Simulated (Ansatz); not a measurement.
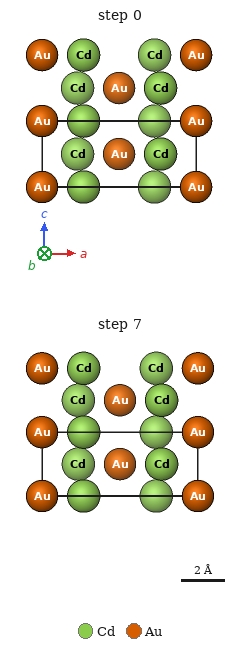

The structure of solid Cd2Au (built on the rutile_136 type) before (top) and after (bottom) a relaxation, at one scale.

The picture is a spheres-only view of the cell of the calculation, repeated 1 × 1 × 2 with one cell outlined, seen along the b axis.

Case: rutile type (P4_2/mnm, No. 136).

These are results of DFT PBE, scalar-relativistic, plane waves, PAW (Ansatz 0.2.0), not measurements.

Input file:
```yaml
crystal:
  lattice:
    - [7.2079019699, 0.0, 0.0]
    - [0.0, 7.2079019699, 0.0]
    - [0.0, 0.0, 3.0877005554]
  atoms:
    - { symbol: Cd, position: [0.2694675926, 0.2694675926, 0.0] }
    - { symbol: Cd, position: [0.2305324074, 0.7694675926, 0.5] }
    - { symbol: Cd, position: [0.7305324074, 0.7305324074, 0.0] }
    - { symbol: Cd, position: [0.7694675926, 0.2305324074, 0.5] }
    - { symbol: Au, position: [0.0, 0.0, 0.0] }
    - { symbol: Au, position: [0.5, 0.5, 0.5] }
basis:
  ecutwfc: 420
kpoints:
  mp_grid: { grid: [6, 6, 12] }
hamiltonian:
  xc: pbe
scf:
  occupations: { method: gaussian, width: 0.1 }
output:
  forces: true
  stress: true
  eigenvalues: true
relax:
  adjacent_minimum: "off"
  f_tol: 0.01
  max_steps: 80
  cell: { stress_tol: 0.05 }
```

Run as
```bash
ansatz run input.yaml --threads 1 --pin off --max-ram 2560MiB --backend cpu --events-out ev --progress --plain --runs-dir out
```

Summarise the run.

The largest moves relative to the cell, 0.024 Å, are those of Cd1, Cd2, Cd3 and Cd4. Cd2 goes along [1 −1 0]. Au stays in place. Cell: a = b 7.208 → 7.295 Å (+1.2 %), c 3.088 → 2.988 Å (−3.2 %). Volume −0.9 %. Among the contacts that change: Au5–Au5 3.088 → 2.988 Å, Cd1–Cd1 3.088 → 2.988 Å, Cd1–Au6 2.812 → 2.829 Å, Cd1–Au5 2.747 → 2.756 Å. Among the angles between lasting bonds that change: Au5–Cd2–Au5 66.6° → 63.8°. The space group stays P4_2/mnm (No. 136). After 4 accepted moves (7 points after the start) the energy has fallen by 3.3 meV per atom. The largest force component goes from 0.022 to 0.00024 eV/Å. The pressure goes from −0.10 to 0.00 GPa. The line search rejected the trial steps at points 2, 3 of the run. The SCF was repeated once at an unchanged geometry on a basis and grid sized afresh for the cell, which shifted the energy by 0.1 meV per atom at most. Cost: 7.1 min on 1 thread of Intel(R) Xeon(R) Platinum 8488C (Sapphire Rapids) (shared host), peak memory 0.83 GiB.
